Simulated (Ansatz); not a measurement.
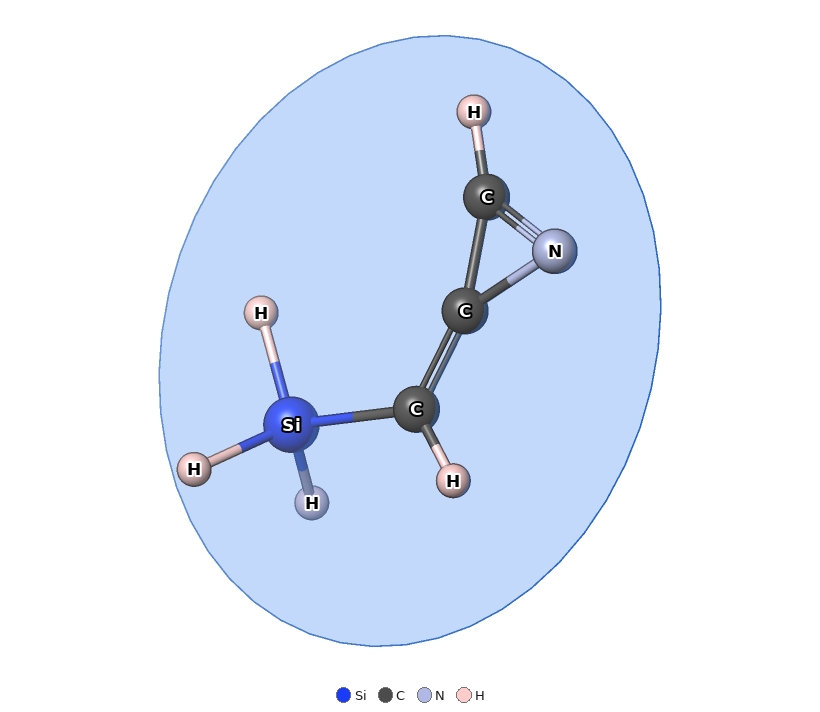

All proper rotation axes (lines) and mirror planes (discs) of the structure are drawn in. Depth is shown by fading: the farther an atom, the more it takes the colour of the background. The geometry was computed by an optimisation with PBE0-D4/def2-TZVP.

Name the symmetry elements and the point group.

Answer. It has 1 mirror plane. Point group Cs. The group has 2 operations. The geometry is achiral, and symmetry allows a dipole moment.
